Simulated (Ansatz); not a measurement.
# A computed series for TiSi2: pressure series

Take TiSi2 (space group Cmcm, No. 63; a = 3.546 Å, b = 13.565 Å, c = 3.580 Å) as the base.

Cell and atoms are relaxed at each pressure.

Level of theory: PBE/PAW in Ansatz (a quantum-chemistry and plane-wave program), without spin-orbit coupling, earlier PAW set.

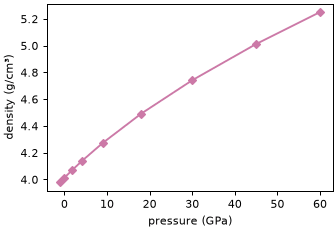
Figure. Density against pressure

Problem. From the plot, what is the density for pressure 9 GPa?

Solution. About 4.3 g/cm³.

Problem. Is the trend monotonic over the range shown?

Solution. Yes, it rises throughout, spanning 3.98 g/cm³ to 5.25 g/cm³.

Load acts through the strain it causes; cell and atoms are relaxed under it. Whether these cells are dynamically stable was not tested. Competing high-pressure phases were not computed. All final runs are without spin polarisation.
